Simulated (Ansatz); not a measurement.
# GaNH2BrCl (SMILES [NH2][Ga]([Cl])[Br]): levels of theory compared

Wanted: a comparison of 6 runs (HF/STO-3G, HF/3-21G, HF/def2-SVP, HF/def2-TZVP, B3LYP/6-31G*, PBE/def2-TZVP) of GaNH2BrCl. 

The calculation is run with Ansatz 0.2.0.

1 further run of the same task is left out (for a known fault of the program).

**1. Starting point**

GaNH2BrCl: 6 atoms, total charge 0, spin state singlet. As SMILES, `[NH2][Ga]([Cl])[Br]`. Geometry: relaxed at PBE0-D4/def2-TZVP.

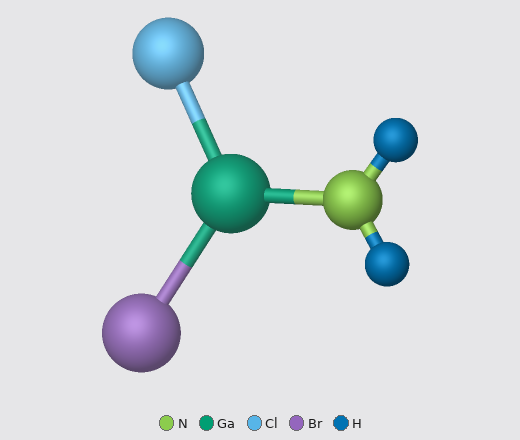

The structure, seen from a chosen angle (nitrogen green, gallium teal, chlorine blue, bromine purple, hydrogen blue).

**2. Energy and gradient at HF/STO-3G (run 1)**

The input, run.yaml:

```yaml
basis:
  gaussian:
    orbitals: STO-3G
crystal:
  periodic: [false, false, false]
  atoms:
    - symbol: "N"
      position_ang: [-0.091300, 1.068600, -0.038400]
    - symbol: Ga
      position_ang: [0.103300, -0.712300, 0.000700]
    - symbol: Cl
      position_ang: [1.986200, -1.560900, 0.507600]
    - symbol: Br
      position_ang: [-1.628200, -2.083300, -0.513200]
    - symbol: H
      position_ang: [-0.968900, 1.519500, -0.227800]
    - symbol: H
      position_ang: [0.641000, 1.704400, 0.224800]
hamiltonian:
  xc: hf
accuracy: high
output:
  forces: true
  orbitals: {seedname: orbitals}
```

Run with:

```bash
ansatz run run.yaml --threads 1 --pin off --max-ram 2610MiB --events-out events.jsonl --progress --plain --runs-dir runs
```

Standard output:

```text
Warning: RAYON_NUM_THREADS=1 ignored (pool sized by the plan → 1); use --threads N
Functional definition: HF
  name "HF"
  exchange = exact_x
  correlation = 0
829 factors; integrals over basis functions are off by at most 1.8e-8 eV
mean field evaluation 1: about -134836.0587 eV, gradient 1.9e1 eV
mean field evaluation 2: about -134836.1396 eV, gradient 1.9e1 eV
mean field evaluation 4: about -134837.9114 eV, gradient 1.7e0 eV
mean field evaluation 8: about -134837.9290 eV, gradient 1.0e-3 eV
mean field -134837.92804924 eV, -4955.2024593794 hartree, gradient 2.7e-8 eV, S^2 0.000000; 0 other end points of the search recorded, 0 dependent functions left out
the calculation of the forces begins
reference -134837.92804924 eV, -4955.2024593794 hartree; 46, 46 occupied and 6, 6 virtual orbitals, 829 factors
Total energy: -134837.92804924 eV, -4955.2024593794 hartree
Atom 0 at    -0.091300     1.068600    -0.038400 Å, force     0.809128    -6.717658     0.138871 eV/Å
Atom 1 at     0.103300    -0.712300     0.000700 Å, force    -0.761786     4.245882    -0.208620 eV/Å
Atom 2 at     1.986200    -1.560900     0.507600 Å, force    -1.073006     0.427971    -0.292075 eV/Å
Atom 3 at    -1.628200    -2.083300    -0.513200 Å, force     1.179866     0.820766     0.345825 eV/Å
Atom 4 at    -0.968900     1.519500    -0.227800 Å, force    -0.393842     0.568643    -0.080121 eV/Å
Atom 5 at     0.641000     1.704400     0.224800 Å, force     0.239640     0.654395     0.096119 eV/Å
Dipole moment:    -0.246039     0.610711    -0.025120 e Å
```

It took 6.3 s on 1 thread of Intel Xeon at 2.50GHz (Skylake/Cascade Lake), shared host.

**3. Energy and forces at HF/3-21G (run 2)**

run.yaml, as its differences from that of step 2:

```diff
@@ -1,4 +1 @@
-basis:
-  gaussian:
-    orbitals: STO-3G
 crystal:
@@ -18,7 +15,6 @@
       position_ang: [0.641000, 1.704400, 0.224800]
-hamiltonian:
-  xc: hf
+basis:
+  gaussian: {orbitals: 3-21G-spherical.json}
+hamiltonian: {xc: hf}
 accuracy: high
-output:
-  forces: true
-  orbitals: {seedname: orbitals}
+output: {forces: true, orbitals: {seedname: orbitals}}
```

The basis set 3-21G is read from a file made from the Basis Set Exchange's data (not shown).

Run with:

```bash
ansatz run run.yaml --threads 1 --pin off --max-ram 2610MiB --events-out events.jsonl --progress --plain --runs-dir runs
```

Standard output (excerpt; [...] marks lines left out):

```text
Warning: RAYON_NUM_THREADS=1 ignored (pool sized by the plan → 1); use --threads N
Functional definition: HF
  name "HF"
[...]
1276 factors; integrals over basis functions are off by at most 1.1e-8 eV
[...]
mean field -135694.01532308 eV, -4986.6630864162 hartree, gradient 3.0e-8 eV, S^2 0.000000; 0 other end points of the search recorded, 0 dependent functions left out
[...]
reference -135694.01532308 eV, -4986.6630864162 hartree; 46, 46 occupied and 24, 24 virtual orbitals, 1276 factors
Total energy: -135694.01532308 eV, -4986.6630864162 hartree
Atom 0 at    -0.091300     1.068600    -0.038400 Å, force     0.102869    -0.941646     0.225803 eV/Å
Atom 1 at     0.103300    -0.712300     0.000700 Å, force    -0.761593     2.202796    -0.243319 eV/Å
Atom 2 at     1.986200    -1.560900     0.507600 Å, force     1.469284    -0.626293     0.402501 eV/Å
Atom 3 at    -1.628200    -2.083300    -0.513200 Å, force    -0.845379    -0.675086    -0.244748 eV/Å
Atom 4 at    -0.968900     1.519500    -0.227800 Å, force     0.237451     0.036597    -0.008217 eV/Å
Atom 5 at     0.641000     1.704400     0.224800 Å, force    -0.202632     0.003631    -0.132020 eV/Å
Dipole moment:    -0.219061     0.712224    -0.000694 e Å
```

It took 8.1 s on 1 thread of Intel Xeon at 2.50GHz (Skylake/Cascade Lake), shared host.

Runs 3 to 4 aren't shown in full; the table further down has their settings and results.

**4. Energy and gradient at B3LYP/6-31G(d) (Cartesian functions) (run 5)**

The input, molecule.yaml:

```yaml
crystal:
  periodic: [false, false, false]
  atoms:
    - {symbol: N, position_ang: [-0.091300, 1.068600, -0.038400]}
    - {symbol: Ga, position_ang: [0.103300, -0.712300, 0.000700]}
    - {symbol: Cl, position_ang: [1.986200, -1.560900, 0.507600]}
    - {symbol: Br, position_ang: [-1.628200, -2.083300, -0.513200]}
    - {symbol: H, position_ang: [-0.968900, 1.519500, -0.227800]}
    - {symbol: H, position_ang: [0.641000, 1.704400, 0.224800]}
basis:
  gaussian: {orbitals: "6-31G*"}
hamiltonian: {xc: {name: B3LYP}}
accuracy: high
output: {forces: true, orbitals: {seedname: orbitals}}
```

Run with:

```bash
ansatz run molecule.yaml --threads 1 --pin off --max-ram 2610MiB --events-out events.jsonl --progress --plain --runs-dir runs
```

Standard output (excerpt; [...] marks lines left out):

```text
Warning: RAYON_NUM_THREADS=1 ignored (pool sized by the plan → 1); use --threads N
Functional definition: B3LYP
  name "B3LYP"
[...]
2040 factors; integrals over basis functions are off by at most 8.3e-9 eV
[...]
mean field -136459.47238505 eV, -5014.7931145980 hartree, gradient 6.4e-8 eV, S^2 0.000000; 0 other end points of the search recorded, 0 dependent functions left out
[...]
reference -136459.47242425 eV, -5014.7931160388 hartree; 46, 46 occupied and 62, 62 virtual orbitals, 2040 factors
Total energy: -136459.47242425 eV, -5014.7931160388 hartree
Atom 0 at    -0.091300     1.068600    -0.038400 Å, force     0.012624     0.051594    -0.034052 eV/Å
Atom 1 at     0.103300    -0.712300     0.000700 Å, force    -0.064080     0.124847    -0.003843 eV/Å
Atom 2 at     1.986200    -1.560900     0.507600 Å, force     0.430640    -0.182419     0.114529 eV/Å
Atom 3 at    -1.628200    -2.083300    -0.513200 Å, force    -0.341046    -0.267826    -0.102329 eV/Å
Atom 4 at    -0.968900     1.519500    -0.227800 Å, force    -0.257498     0.110186    -0.054529 eV/Å
Atom 5 at     0.641000     1.704400     0.224800 Å, force     0.219360     0.163618     0.080223 eV/Å
Dipole moment:    -0.121986     0.573695     0.009304 e Å
```

Wall time 42 s (1 thread of Intel Xeon at 2.50GHz (Skylake/Cascade Lake), shared host); peak memory 0.45 GiB.

**5. Energy and gradient at PBE/def2-TZVP (run 6)**

run.yaml, as its differences from that of step 3:

```diff
@@ -3,3 +3,3 @@
   atoms:
-    - symbol: "N"
+    - symbol: N
       position_ang: [-0.091300, 1.068600, -0.038400]
@@ -16,5 +16,10 @@
 basis:
-  gaussian: {orbitals: 3-21G-spherical.json}
-hamiltonian: {xc: hf}
+  gaussian:
+    orbitals: def2-TZVP
+total_charge: 0
+hamiltonian:
+  xc: {name: PBE}
 accuracy: high
-output: {forces: true, orbitals: {seedname: orbitals}}
+output:
+  forces: true
+  orbitals: {seedname: orbitals}
```

Run with:

```bash
ansatz run run.yaml --threads 1 --pin off --max-ram 2610MiB --events-out events.jsonl --progress --plain --runs-dir runs
```

Standard output (excerpt; [...] marks lines left out):

```text
Warning: RAYON_NUM_THREADS=1 ignored (pool sized by the plan → 1); use --threads N
Functional definition: PBE
  name "PBE"
[...]
2752 factors; integrals over basis functions are off by at most 2.8e-8 eV
[...]
mean field -136449.03987023 eV, -5014.4097267501 hartree, gradient 2.5e-8 eV, S^2 0.000000; 0 other end points of the search recorded, 0 dependent functions left out
[...]
reference -136449.03987345 eV, -5014.4097268682 hartree; 46, 46 occupied and 130, 130 virtual orbitals, 2752 factors
Total energy: -136449.03987345 eV, -5014.4097268682 hartree
Atom 0 at    -0.091300     1.068600    -0.038400 Å, force     0.011260     0.016625    -0.042551 eV/Å
Atom 1 at     0.103300    -0.712300     0.000700 Å, force    -0.016222    -0.121374     0.005774 eV/Å
Atom 2 at     1.986200    -1.560900     0.507600 Å, force     0.281028    -0.116297     0.073740 eV/Å
Atom 3 at    -1.628200    -2.083300    -0.513200 Å, force    -0.223448    -0.168444    -0.067752 eV/Å
Atom 4 at    -0.968900     1.519500    -0.227800 Å, force    -0.348020     0.157633    -0.075515 eV/Å
Atom 5 at     0.641000     1.704400     0.224800 Å, force     0.295402     0.231856     0.106304 eV/Å
Dipole moment:    -0.098569     0.519832     0.009904 e Å
```

Run time: 42 s. Hardware: 1 thread of Intel Xeon at 2.50GHz (Skylake/Cascade Lake), shared host; peak memory 0.61 GiB.

**6. All runs side by side**

```tsv
run	level	Cartesian functions	energy (Eh)	dipole moment (D)	HOMO energy (eV)	LUMO energy (eV)	wall time
1	HF/STO-3G	no	-4955.202459	3.16	-8.40	5.20	6.3 s
2	HF/3-21G	no	-4986.663086	3.58	-11.23	2.14	8.1 s
3	HF/def2-SVP	no	-5010.179471	2.63	-11.29	2.50	17 s
4	HF/def2-TZVP	no	-5010.969268	2.50	-11.38	2.21	69 s
5	B3LYP/6-31G* (Cartesian functions)	yes	-5014.793116	2.82	-7.57	-1.49	42 s
6	PBE/def2-TZVP	no	-5014.409727	2.54	-6.61	-2.07	42 s
```

**7. Summary of results**

| quantity | value |
| --- | --- |
| run 6: total energy | -5014.40973 Eh |
| run 6: dipole moment | 2.54 D |
| run 6: HOMO energy | -6.61 eV |
| run 6: LUMO energy | -2.07 eV |
| run 6: HOMO–LUMO gap | 4.54 eV |
| run 6: largest force on an atom | 0.390 eV/Å |

The dipole moment (its size) runs from 2.50 D (HF/def2-TZVP) to 3.58 D (HF/3-21G). The HOMO–LUMO gap runs from 4.54 eV (PBE/def2-TZVP) to 13.79 eV (HF/def2-SVP). The two ends differ in method and basis. Totals of different functionals can't be ranked against each other. In run 1 the basis is minimal, so the values are rough. All runs together took 3 min, the longest 69 s.
